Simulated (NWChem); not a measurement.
**C2H6B (SMILES B[CH]C): levels of theory compared**

Aim: a comparison of 5 runs (UHF/STO-3G, UHF/3-21G, UB3LYP/6-31G*, UTPSS/6-31G*) of C2H6B. 

The calculation is run with NWChem 7.3.0.

### 1 The molecule

C2H6B: 9 atoms, total charge 0, spin state doublet. As SMILES, `B[CH]C`. The shape is that of a GFN2-xTB optimisation.

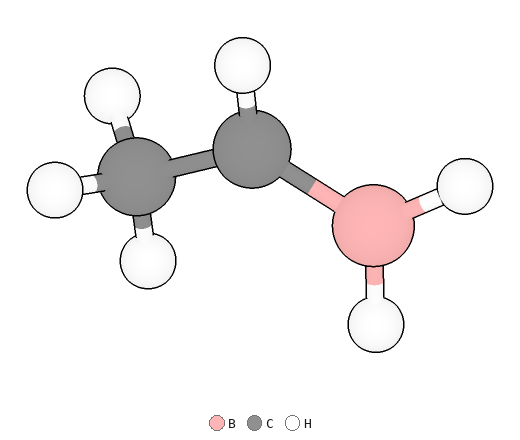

Viewed from a chosen angle; boron pink, carbon grey, hydrogen white.

### 2 Energy and forces at UHF/STO-3G (run 1)

File c2h6b.nw:

```
start c2h6b
title "C2H6B hf"
memory total 2200 mb

geometry units au noautosym nocenter noautoz
  B     -1.48557040     1.39378640    -1.97260951
  C      0.40081091     0.93617032     0.11729530
  C      0.87074800    -1.51147854     1.37700563
  H     -2.48327020    -0.32270853    -2.96076620
  H     -1.95418468     3.46231841    -2.61029759
  H      1.57196868     2.45454637     0.84723981
  H     -0.31779524    -3.00402203     0.61729794
  H      2.85541397    -2.05413230     1.17242388
  H      0.54186007    -1.35448010     3.41242964
end

basis "ao basis" spherical bse
  * library STO-3G
end

scf
  nopen 1
  uhf
  thresh 1e-08
  maxiter 80
  noprint "final vectors analysis"
end

task scf gradient
```

Launch:

```
$ nwchem c2h6b.nw > c2h6b.out
```

Standard output:

```text
[...]
  functions       =    21
[...]
  wavefunction    = UHF
[...]
         Total SCF energy =   -102.620201855673
      One electron energy =   -261.998209803165
      Two electron energy =     96.552284178398
 Nuclear repulsion energy =     62.825723769093
                       Sz =      0.5000
                 Sz(Sz+1) =      0.7500
                      S^2 =      0.7593
[...]
                         UHF ENERGY GRADIENTS
    atom               coordinates                        gradient
                 x          y          z           x          y          z
   1 B      -1.485570   1.393786  -1.972610    0.010183  -0.002976   0.011897
   2 C       0.400811   0.936170   0.117295   -0.001381  -0.027242   0.006694
   3 C       0.870748  -1.511479   1.377006   -0.011042   0.028850  -0.018832
   4 H      -2.483270  -0.322709  -2.960766   -0.002399  -0.007840  -0.003827
   5 H      -1.954185   3.462318  -2.610298   -0.001328   0.008027  -0.000412
   6 H       1.571969   2.454546   0.847240    0.001415  -0.002940   0.000812
   7 H      -0.317795  -3.004022   0.617298   -0.002220   0.000573  -0.002250
   8 H       2.855414  -2.054132   1.172424    0.004630   0.001718   0.001539
   9 H       0.541860  -1.354480   3.412430    0.002142   0.001830   0.004379
[...]
```

It took 1.3 s on 1 thread of Intel Xeon 6975P-C (Granite Rapids), shared host; peak memory 0.094 GiB.

### 3 Energy and forces at UHF/3-21G (run 2)

File geom.nw:

```
start geom
title "C2H6B hf"
memory total 2200 mb
geometry units bohr noautosym nocenter noautoz
  B     -1.48557040     1.39378640    -1.97260951
  C      0.40081091     0.93617032     0.11729530
  C      0.87074800    -1.51147854     1.37700563
  H     -2.48327020    -0.32270853    -2.96076620
  H     -1.95418468     3.46231841    -2.61029759
  H      1.57196868     2.45454637     0.84723981
  H     -0.31779524    -3.00402203     0.61729794
  H      2.85541397    -2.05413230     1.17242388
  H      0.54186007    -1.35448010     3.41242964
end
basis "ao basis" spherical bse
  * library 3-21G
end
scf
  nopen 1
  uhf
  thresh 1e-08
  maxiter 80
  noprint "final vectors analysis"
end
task scf gradient
```

Launch:

```
$ nwchem geom.nw > geom.out
```

Standard output:

```text
[...]
  functions       =    39
[...]
  wavefunction    = UHF
[...]
         Total SCF energy =   -103.283227240173
      One electron energy =   -261.712833279732
      Two electron energy =     95.603882270465
 Nuclear repulsion energy =     62.825723769093
                       Sz =      0.5000
                 Sz(Sz+1) =      0.7500
                      S^2 =      0.7575
[...]
                         UHF ENERGY GRADIENTS
    atom               coordinates                        gradient
                 x          y          z           x          y          z
   1 B      -1.485570   1.393786  -1.972610    0.000832  -0.002187   0.001666
   2 C       0.400811   0.936170   0.117295   -0.009911  -0.015245  -0.006038
   3 C       0.870748  -1.511479   1.377006   -0.004927   0.016624  -0.008822
   4 H      -2.483270  -0.322709  -2.960766    0.005646   0.006882   0.004100
   5 H      -1.954185   3.462318  -2.610298    0.002625  -0.008759   0.004936
   6 H       1.571969   2.454546   0.847240    0.004211   0.000299   0.002849
   7 H      -0.317795  -3.004022   0.617298   -0.003037  -0.000732  -0.002676
   8 H       2.855414  -2.054132   1.172424    0.003689   0.001412   0.000325
   9 H       0.541860  -1.354480   3.412430    0.000872   0.001705   0.003659
[...]
```

It took 1.7 s on 1 thread of Intel Xeon 6975P-C (Granite Rapids), shared host; peak memory 0.097 GiB.

Runs 3 to 4 aren't shown in full; the table further down has their settings and results.

### 4 Energy and gradient at UB3LYP/6-31G(d) (Cartesian functions) (run 5)

File mol.xyz:

```xyz
9
C2H6B
B     -0.786130     0.737560    -1.043860
C      0.212100     0.495400     0.062070
C      0.460780    -0.799840     0.728680
H     -1.314090    -0.170770    -1.566770
H     -1.034110     1.832180    -1.381310
H      0.831850     1.298890     0.448340
H     -0.168170    -1.589660     0.326660
H      1.511020    -1.087000     0.620420
H      0.286740    -0.716760     1.805780
```

File mol.nw:

```
start mol
title "C2H6B"
memory 2200 mb
geometry units angstrom noautosym nocenter noautoz
  load mol.xyz
end
basis
  B library 6-31G*
  C library 6-31G*
  H library 6-31G*
end
dft
  xc b3lyp
  mult 2
  grid xfine
  convergence energy 1e-08
  iterations 100
  mulliken
end
task dft gradient
```

Launch:

```
$ nwchem mol.nw > mol.out
```

Standard output:

```text
[...]
          Wavefunction type:  spin polarized.
          No. of atoms     :     9
          No. of electrons :    23
[...]
          Charge           :     0
          Spin multiplicity:     2
[...]
          AO basis - number of functions:    57
[...]
              XC Information
              --------------
                         B3LYP Method XC Potential
                     Hartree-Fock (Exact) Exchange  0.200
                        Slater Exchange Functional  0.800 local
                    Becke 1988 Exchange Functional  0.720 non-local
              Lee-Yang-Parr Correlation Functional  0.810
                  VWN I RPA Correlation Functional  0.190 local
[...]
 d= 0,ls=0.0,diis     1   -104.5769423467 -1.67D+02  4.11D-03  7.46D-02     2.9
[...]
 d= 0,ls=0.0,diis     8   -104.6111073200 -8.34D-09  2.35D-06  4.70D-08    23.5
[...]
         Total DFT energy =     -104.611107320049
      One electron energy =     -262.909573333955
           Coulomb energy =      112.621005433414
    Exchange-Corr. energy =      -17.148267672875
 Nuclear repulsion energy =       62.825728253367
[...]
      Total Density - Mulliken Population Analysis
     ---------------------------------------------
    Atom       Charge   Shell Charges
 -----------   ------   -------------------------------------------------------
    1 B    5     5.00   1.99  0.56  1.46  0.44  0.48  0.06
    2 C    6     6.09   1.99  0.72  1.98  0.61  0.78  0.00
    3 C    6     6.50   1.99  0.68  2.15  0.63  1.01  0.03
    4 H    1     1.03   0.53  0.50
    5 H    1     1.03   0.53  0.50
    6 H    1     0.86   0.53  0.33
    7 H    1     0.83   0.53  0.30
    8 H    1     0.83   0.52  0.31
    9 H    1     0.83   0.52  0.31
[...]
      <S2> =      0.7525 (Exact =     0.7500)
[...]
  wavefunction    = open shell
                         DFT ENERGY GRADIENTS
    atom               coordinates                        gradient
                 x          y          z           x          y          z
   1 B      -1.485570   1.393786  -1.972609   -0.002963  -0.001626  -0.002341
   2 C       0.400811   0.936170   0.117295   -0.002543  -0.000916  -0.002493
   3 C       0.870748  -1.511478   1.377006    0.000515   0.001285   0.000460
   4 H      -2.483270  -0.322709  -2.960766    0.006358   0.009755   0.005291
   5 H      -1.954185   3.462318  -2.610297    0.003000  -0.011734   0.004782
   6 H       1.571969   2.454546   0.847240   -0.001830  -0.005559  -0.000981
   7 H      -0.317795  -3.004022   0.617298    0.001772   0.004844   0.000508
   8 H       2.855414  -2.054132   1.172424   -0.004790   0.002889  -0.000300
   9 H       0.541860  -1.354480   3.412429    0.000481   0.001063  -0.004928
[...]
```

It took 29 s on 1 thread of Intel Xeon 6975P-C (Granite Rapids), shared host; peak memory 0.14 GiB.

### 5 The series

| run | level | iteration cap | module | energy (Eh) | dipole moment (D) | ⟨S²⟩ | largest force (eV/Å) | wall time |
| --- | --- | --- | --- | --- | --- | --- | --- | --- |
| 1 | UHF/STO-3G | 80 | scf | -102.620202 | 0.93 | 0.759 | 1.860 | 1.3 s |
| 2 | UHF/3-21G | 80 | scf | -103.283227 | 1.35 | 0.757 | 1.000 | 1.7 s |
| 3 | UB3LYP/6-31G* (spherical functions) | 100 | dft | -104.609106 | 1.82 | 0.752 | 0.672 | 28 s |
| 4 | UTPSS/6-31G* (spherical functions) | 100 | dft | -104.626948 | 1.89 | 0.753 | 0.712 | 50 s |
| 5 | UB3LYP/6-31G* (Cartesian functions) | 100 | dft | -104.611107 | 1.82 | 0.752 | 0.670 | 29 s |

### 6 Results

| quantity | value |
| --- | --- |
| run 5: total energy | -104.61111 Eh |
| run 5: dipole moment | 1.82 D |
| run 5: HOMO energy (highest over α and β) | -6.55 eV |
| run 5: LUMO energy (lowest over α and β) | -3.23 eV |
| run 5: ⟨S²⟩ | 0.752 |
| run 5: largest force on an atom | 0.670 eV/Å |

The dipole moment (its size) runs from 0.93 D (UHF/STO-3G) to 1.89 D (UTPSS/6-31G*). The two ends differ in method and basis. Totals of different functionals can't be ranked against each other. In run 1 the basis is minimal, so the values are rough. All runs together took 1.8 min, the longest 50 s.
